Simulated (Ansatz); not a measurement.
# doublet CH4AlClO+: levels of theory compared

We compute a comparison of 6 runs (UHF/STO-3G, UHF/6-31G*, U-revPBE/6-31G*, U-wB97M-V/6-31G*, UPBE-QIDH/6-31G*, UMP2/6-31G*) of doublet CH4AlClO+. 

The calculation is run with Ansatz 0.2.0.

128 further runs of the same task are left out: 128 set aside as unsound or not needed.

### 1 The system as given

CH4AlClO+ has 8 atoms, charge +1, and is taken as a doublet. As SMILES of the parent species, `C[O][AlH][Cl]`. The shape is that of a PBE0-D4/def2-TZVP optimisation. This is one conformer, not always the lowest. That shape belongs to the parent species and isn't relaxed for this state.

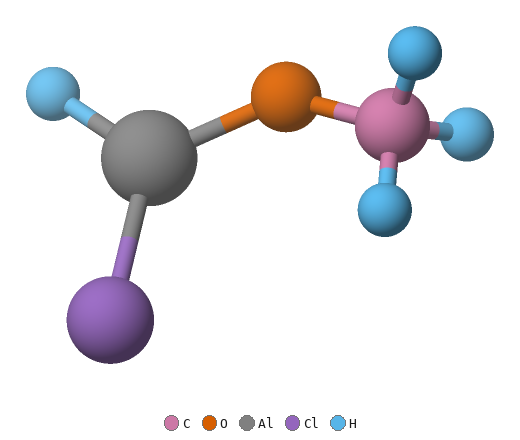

The structure, seen from a chosen angle (carbon pink, oxygen orange, aluminium grey, chlorine purple, hydrogen blue).

### 2 The energy at UHF/STO-3G (run 1)

run.yaml reads:

```yaml
crystal:
  periodic: [false, false, false]
  atoms:
    - symbol: C
      position_ang: [0.132200, 1.250600, 0.263000]
    - symbol: O
      position_ang: [0.645300, 0.052000, -0.246000]
    - symbol: Al
      position_ang: [0.103400, -1.519700, -0.426600]
    - symbol: Cl
      position_ang: [-1.829000, -2.007800, 0.224400]
    - symbol: H
      position_ang: [0.118400, 2.012400, -0.522500]
    - symbol: H
      position_ang: [-0.886500, 1.136200, 0.650000]
    - symbol: H
      position_ang: [0.770200, 1.612600, 1.075000]
    - symbol: H
      position_ang: [1.038000, -2.593300, -1.072900]
basis:
  gaussian: {orbitals: STO-3G}
total_charge: 1
magnetization: {spin_polarized: true, initial_magnetization: 1}
hamiltonian: {xc: hf}
accuracy: high
output: {orbitals: {seedname: orbitals}}
```

Started as:

```bash
$ ansatz run run.yaml --threads 1 --pin off --max-ram 3480MiB --events-out events.jsonl --progress --plain --runs-dir runs
```

Output:

```text
Warning: RAYON_NUM_THREADS=1 ignored (pool sized by the plan → 1); use --threads N
Functional definition: HF
  name "HF"
  exchange = exact_x
  correlation = 0
617 factors; integrals over basis functions are off by at most 4.6e-9 eV
mean field evaluation 1: about -21952.4326 eV, gradient 2.4e1 eV
mean field evaluation 2: about -21952.5454 eV, gradient 2.4e1 eV
mean field evaluation 4: about -21959.1070 eV, gradient 6.7e0 eV
mean field evaluation 8: about -21961.2004 eV, gradient 9.2e-1 eV
mean field evaluation 16: about -21961.2138 eV, gradient 4.0e-3 eV
mean field evaluation 32: about -21961.5029 eV, gradient 2.3e-8 eV
mean field evaluation 64: about -21960.6302 eV, gradient 8.3e0 eV
mean field evaluation 96: about -21961.1087 eV, gradient 8.6e-1 eV
mean field evaluation 128: about -21949.4547 eV, gradient 1.4e1 eV
mean field -21961.50286222 eV, -807.0703441452 hartree, gradient 2.3e-8 eV, S^2 0.756291; 4 other end points of the search recorded, 0 dependent functions left out
reference -21961.50286222 eV, -807.0703441452 hartree; 24, 23 occupied and 8, 9 virtual orbitals, 617 factors
Total energy: -21961.50286222 eV, -807.0703441452 hartree
```

Wall time 1.1 s (1 thread of Intel Xeon Platinum 8488C (Sapphire Rapids), shared host); peak memory 0.11 GiB.

### 3 The energy at UHF/6-31G(d) (spherical functions) (run 2)

job.yaml reads:

```yaml
crystal:
  periodic: [false, false, false]
  atoms:
    - {symbol: C, position_ang: [0.132200, 1.250600, 0.263000]}
    - {symbol: O, position_ang: [0.645300, 0.052000, -0.246000]}
    - {symbol: Al, position_ang: [0.103400, -1.519700, -0.426600]}
    - {symbol: Cl, position_ang: [-1.829000, -2.007800, 0.224400]}
    - {symbol: H, position_ang: [0.118400, 2.012400, -0.522500]}
    - {symbol: H, position_ang: [-0.886500, 1.136200, 0.650000]}
    - {symbol: H, position_ang: [0.770200, 1.612600, 1.075000]}
    - {symbol: H, position_ang: [1.038000, -2.593300, -1.072900]}
basis:
  gaussian:
    orbitals: 6-31G_st_-spherical.json
total_charge: 1
magnetization:
  spin_polarized: true
  initial_magnetization: 1
hamiltonian:
  xc: hf
accuracy: high
output: {orbitals: {seedname: orbitals}}
```

The basis set 6-31G* is read from a file made from the Basis Set Exchange's data (not shown).

Started as:

```bash
$ ansatz run job.yaml --threads 1 --pin off --max-ram 3480MiB --events-out events.jsonl --progress --plain --runs-dir runs
```

Output (excerpt; [...] marks lines left out):

```text
Warning: RAYON_NUM_THREADS=1 ignored (pool sized by the plan → 1); use --threads N
Functional definition: HF
  name "HF"
[...]
1587 factors; integrals over basis functions are off by at most 7.4e-9 eV
[...]
mean field -22209.71401142 eV, -816.1919356348 hartree, gradient 3.0e-8 eV, S^2 0.759894; 4 other end points of the search recorded, 0 dependent functions left out
reference -22209.71401142 eV, -816.1919356348 hartree; 24, 23 occupied and 48, 49 virtual orbitals, 1587 factors
Total energy: -22209.71401142 eV, -816.1919356348 hartree
```

Run time: 7.8 s. Hardware: 1 thread of Intel Xeon Platinum 8488C (Sapphire Rapids), shared host; peak memory 0.32 GiB.

### 4 A single-point energy at U-revPBE/6-31G(d) (spherical functions) (run 3)

input.yaml reads:

```yaml
crystal:
  periodic: [false, false, false]
  atoms:
    - {symbol: C, position_ang: [0.132200, 1.250600, 0.263000]}
    - {symbol: O, position_ang: [0.645300, 0.052000, -0.246000]}
    - {symbol: Al, position_ang: [0.103400, -1.519700, -0.426600]}
    - {symbol: Cl, position_ang: [-1.829000, -2.007800, 0.224400]}
    - {symbol: H, position_ang: [0.118400, 2.012400, -0.522500]}
    - {symbol: H, position_ang: [-0.886500, 1.136200, 0.650000]}
    - {symbol: H, position_ang: [0.770200, 1.612600, 1.075000]}
    - {symbol: H, position_ang: [1.038000, -2.593300, -1.072900]}
basis:
  gaussian:
    orbitals: 6-31G_st_-spherical.json
hamiltonian:
  xc: {name: revPBE}
accuracy: high
magnetization:
  spin_polarized: true
  initial_magnetization: 1
output:
  orbitals: {seedname: orbitals}
total_charge: 1
```

The basis set 6-31G* is read from a file made from the Basis Set Exchange's data (not shown).

Started as:

```bash
$ ansatz run input.yaml --threads 1 --pin off --max-ram 3480MiB --events-out events.jsonl --progress --plain --runs-dir runs
```

Output:

```text
Warning: RAYON_NUM_THREADS=1 ignored (pool sized by the plan → 1); use --threads N
Functional definition: revPBE
  name "revPBE"
  parameter kappa = 1.245
  parameter beta = 0.06672455060314922
  exchange = pbe_x(kappa = kappa, mu = beta*pi^2/3)
  correlation = pbe_c(beta = beta)
1587 factors; integrals over basis functions are off by at most 7.4e-9 eV
mean field evaluation 1: about -22237.9753 eV, gradient 6.1e1 eV
mean field evaluation 2: about -22056.5779 eV, gradient 1.6e2 eV
mean field evaluation 4: about -22247.1647 eV, gradient 3.8e1 eV
mean field evaluation 8: about -22254.8026 eV, gradient 9.0e0 eV
mean field evaluation 16: about -22255.4211 eV, gradient 2.0e-1 eV
mean field evaluation 32: about -22254.5361 eV, gradient 1.0e1 eV
mean field evaluation 64: about -22254.9786 eV, gradient 2.9e0 eV
mean field -22255.44566153 eV, -817.8725427785 hartree, gradient 1.9e-8 eV, S^2 0.752641; 8 other end points of the search recorded, 0 dependent functions left out
reference -22255.44566631 eV, -817.8725429540 hartree; 24, 23 occupied and 48, 49 virtual orbitals, 1587 factors
Total energy: -22255.44566631 eV, -817.8725429540 hartree
```

It took 20 s on 1 thread of Intel Xeon Platinum 8488C (Sapphire Rapids), shared host; peak memory 0.28 GiB.

Runs 4 to 5 aren't shown in full; the table further down has their settings and results.

### 5 A single-point energy at UMP2/6-31G(d) (spherical functions) (run 6)

molecule.yaml reads:

```yaml
basis:
  gaussian:
    orbitals: 6-31G_st_-spherical.json
crystal:
  periodic: [false, false, false]
  atoms:
    - {symbol: C, position_ang: [0.132200, 1.250600, 0.263000]}
    - {symbol: O, position_ang: [0.645300, 0.052000, -0.246000]}
    - {symbol: Al, position_ang: [0.103400, -1.519700, -0.426600]}
    - {symbol: Cl, position_ang: [-1.829000, -2.007800, 0.224400]}
    - {symbol: H, position_ang: [0.118400, 2.012400, -0.522500]}
    - {symbol: H, position_ang: [-0.886500, 1.136200, 0.650000]}
    - {symbol: H, position_ang: [0.770200, 1.612600, 1.075000]}
    - {symbol: H, position_ang: [1.038000, -2.593300, -1.072900]}
total_charge: 1
magnetization:
  spin_polarized: true
  initial_magnetization: 1
correlation:
  method: mp2
  frozen_orbitals: {Al: 5, C: 1, Cl: 5, H: 0, O: 1}
accuracy: high
```

The basis set 6-31G* is read from a file made from the Basis Set Exchange's data (not shown).

Started as:

```bash
$ ansatz run molecule.yaml --threads 1 --pin off --max-ram 3480MiB --events-out events.jsonl --progress --plain --runs-dir runs
```

Output (excerpt; [...] marks lines left out):

```text
Warning: RAYON_NUM_THREADS=1 ignored (pool sized by the plan → 1); use --threads N
Functional definition: HF
  name "HF"
[...]
1587 factors; integrals over basis functions are off by at most 7.4e-9 eV
[...]
mean field -22209.71401142 eV, -816.1919356348 hartree, gradient 3.0e-8 eV, S^2 0.759894; 9 other end points of the search recorded, 0 dependent functions left out
12 core orbitals not correlated: weight in the atoms' cores, before any rotation towards them, 1.000 or more for the frozen orbitals, at most 0.000 for the correlated occupied ones
reference -22209.71401142 eV, -816.1919356348 hartree; 12, 11 occupied and 48, 49 virtual orbitals, 1587 factors
second order -11.80640754 eV of doubles, -0.00000000 eV of singles
Total energy: -22221.52041896 eV, -816.6258131093 hartree
```

It took 25 s on 1 thread of Intel Xeon Platinum 8488C (Sapphire Rapids), shared host; peak memory 0.32 GiB.

### 6 All runs side by side

```csv
run,level,frozen core orbitals,energy (Eh),HOMO energy (eV),LUMO energy (eV),⟨S²⟩,wall time
1,UHF/STO-3G,–,-807.070344,-15.13,-3.78,0.756,1.1 s
2,UHF/6-31G* (spherical functions),–,-816.191936,-17.12,-7.64,0.760,7.8 s
3,U-revPBE/6-31G* (spherical functions),–,-817.872543,-13.27,-13.25,0.753,20 s
4,U-wB97M-V/6-31G* (spherical functions),–,-817.945348,-16.15,-11.04,0.755,1.9 min
5,UPBE-QIDH/6-31G* (spherical functions),12,-817.376186,-16.03,-10.32,0.758,26 s
6,UMP2/6-31G* (spherical functions),12,-816.625813,–,–,0.760,25 s
```

### 7 What came out

```
                                           quantity          value
                                run 6: total energy  -816.62581 Eh
run 6: correlation energy (12 core orbitals frozen)     -433.9 mEh
           run 6: ⟨S²⟩ of the reference determinant          0.760
```

Totals of different functionals can't be ranked against each other. In run 1 the basis is minimal, so the values are rough. All runs together took 3.2 min, the longest 1.9 min.
